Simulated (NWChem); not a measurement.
# C2H4Si (ethynylsilane) at PBE0/cc-pVDZ (density fitting)

Aim: the vertical ionisation energy of C2H4Si (ethynylsilane) at PBE0/cc-pVDZ (density fitting), from 2 runs. 

The results are computed with NWChem 7.3.0.

4 further runs of the same task are left out: 1 that didn't finish, 3 set aside as unsound or not needed.

### 1 Starting point

C2H4Si: 7 atoms, total charge 0, spin state singlet. SMILES: `C#C[SiH3]`. The shape is that of a PBE0-D4/def2-TZVP optimisation.

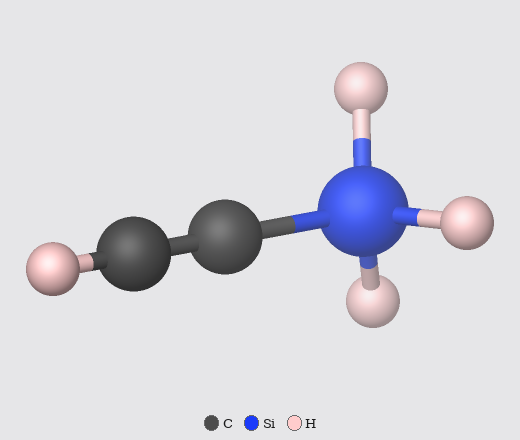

The structure, seen from a chosen angle (carbon dark grey, silicon blue, hydrogen pink).

### 2 A single-point energy at PBE0/cc-pVDZ (density fitting)

Contents of c2h4si.nw:

```
start c2h4si
title "C2H4Si"
memory 2200 mb
charge 0
geometry units angstrom noautosym nocenter noautoz
  C     -0.580700    -1.871400     0.172200
  C     -0.218500    -0.726500     0.062400
  Si     0.329800     1.004300    -0.103800
  H     -0.901000    -2.883500     0.269300
  H     -0.094500     1.528300    -1.425000
  H     -0.281700     1.818100     0.974900
  H      1.807900     1.062900     0.004400
end
basis spherical bse
  C library cc-pVDZ
  Si library cc-pVDZ
  H library cc-pVDZ
end
basis "cd basis" spherical
  C library "dgauss a2 dft coulomb fitting"
  Si library "dgauss a2 dft coulomb fitting"
  H library "dgauss a2 dft coulomb fitting"
end
dft
  xc pbe0
  grid fine
  convergence energy 1e-08
  iterations 100
  mulliken
  noprint "final vectors analysis"
end
task dft energy
```

On the command line:

```console
$ nwchem c2h4si.nw > c2h4si.out
```

Standard output:

```text
[...]
          Wavefunction type:  closed shell.
          No. of atoms     :     7
          No. of electrons :    30
[...]
          Charge           :     0
          Spin multiplicity:     1
[...]
          AO basis - number of functions:    66
[...]
              XC Information
              --------------
                         PBE0 Method XC Functional
                     Hartree-Fock (Exact) Exchange  0.250
          PerdewBurkeErnzerhof Exchange Functional  0.750
            Perdew 1991 LDA Correlation Functional  1.000 local
           PerdewBurkeErnz. Correlation Functional  1.000 non-local
[...]
 d= 0,ls=0.0,diis     1   -367.8146637641 -4.51D+02  8.25D-03  2.25D-01     4.0
[...]
 d= 0,ls=0.0,diis    10   -367.8477169691 -5.30D-10  7.53D-08  2.29D-11    19.8
         Total DFT energy =     -367.847716969089
      One electron energy =     -670.414298098446
           Coulomb energy =      252.481494035918
    Exchange-Corr. energy =      -32.962809657796
 Nuclear repulsion energy =       83.047896751235
[...]
      Total Density - Mulliken Population Analysis
     ---------------------------------------------
    Atom       Charge   Shell Charges
 -----------   ------   -------------------------------------------------------
    1 C    6     6.11   2.01  0.67  0.70  1.99  0.72  0.03
    2 C    6     6.04   2.01  0.68  0.64  2.00  0.67  0.03
    3 Si  14    13.79   2.00  2.03  0.78  0.41  6.01  1.60  0.73  0.24
    4 H    1     0.98   0.73  0.21  0.03
    5 H    1     1.03   0.72  0.30  0.01
    6 H    1     1.03   0.72  0.30  0.01
    7 H    1     1.03   0.72  0.30  0.01
[...]
```

It took 21 s on 1 thread of Intel Xeon 6975P-C (Granite Rapids), shared host; peak memory 0.12 GiB.

### 3 The doublet cation

Contents of a.nw:

```
start a
title "C2H4Si"
memory total 2200 mb
charge 1

geometry units angstroms noautosym nocenter noautoz
  C     -0.580700    -1.871400     0.172200
  C     -0.218500    -0.726500     0.062400
  Si     0.329800     1.004300    -0.103800
  H     -0.901000    -2.883500     0.269300
  H     -0.094500     1.528300    -1.425000
  H     -0.281700     1.818100     0.974900
  H      1.807900     1.062900     0.004400
end

basis spherical bse
  * library cc-pVDZ
end

basis "cd basis" spherical
  * library "dgauss a2 dft coulomb fitting"
end

dft
  xc pbe0
  mult 2
  grid fine
  convergence energy 1e-08
  iterations 100
  mulliken
  noprint "final vectors analysis"
end

task dft energy
```

On the command line:

```console
$ nwchem a.nw > a.out
```

Standard output:

```text
[...]
          Wavefunction type:  spin polarized.
          No. of atoms     :     7
          No. of electrons :    29
[...]
          Charge           :     1
          Spin multiplicity:     2
[...]
          AO basis - number of functions:    66
[...]
              XC Information
              --------------
                         PBE0 Method XC Functional
                     Hartree-Fock (Exact) Exchange  0.250
          PerdewBurkeErnzerhof Exchange Functional  0.750
            Perdew 1991 LDA Correlation Functional  1.000 local
           PerdewBurkeErnz. Correlation Functional  1.000 non-local
[...]
 d= 0,ls=0.0,diis     1   -367.3894959200 -4.50D+02  8.16D-03  1.73D-01     2.7
[...]
 d= 0,ls=0.0,diis    13   -367.4606908182 -9.41D-09  3.92D-07  4.03D-10    30.6
[...]
         Total DFT energy =     -367.460690818228
      One electron energy =     -662.771750703263
           Coulomb energy =      244.915556209213
    Exchange-Corr. energy =      -32.652393075413
 Nuclear repulsion energy =       83.047896751235
[...]
      Total Density - Mulliken Population Analysis
     ---------------------------------------------
    Atom       Charge   Shell Charges
 -----------   ------   -------------------------------------------------------
    1 C    6     5.82   2.01  0.72  0.71  1.91  0.44  0.03
    2 C    6     5.86   2.01  0.73  0.67  1.91  0.50  0.04
    3 Si  14    13.73   2.00  2.03  0.81  0.40  6.01  1.63  0.64  0.21
    4 H    1     0.87   0.70  0.13  0.04
    5 H    1     0.88   0.67  0.20  0.01
    6 H    1     0.92   0.69  0.21  0.01
    7 H    1     0.91   0.69  0.21  0.01
[...]
      <S2> =      0.7554 (Exact =     0.7500)
[...]
```

Run time: 31 s. Hardware: 1 thread of Intel Xeon 6975P-C (Granite Rapids), shared host; peak memory 0.12 GiB.

### 4 Outcome

At PBE0/cc-pVDZ (density fitting):

| quantity | value |
| --- | --- |
| singlet C2H4Si: total energy | -367.84772 Eh |
| singlet C2H4Si: dipole moment | 0.37 D |
| doublet cation: total energy | -367.46069 Eh |
| doublet cation: ⟨S²⟩ | 0.755 |
| vertical ionisation energy (to the doublet cation) | 10.532 eV |

What this shows: The vertical ionisation energy comes to 10.53 eV (1016 kJ/mol). Mulliken charges (singlet C2H4Si) run from -0.11 on C1 to +0.21 on Si3; they depend strongly on the basis.
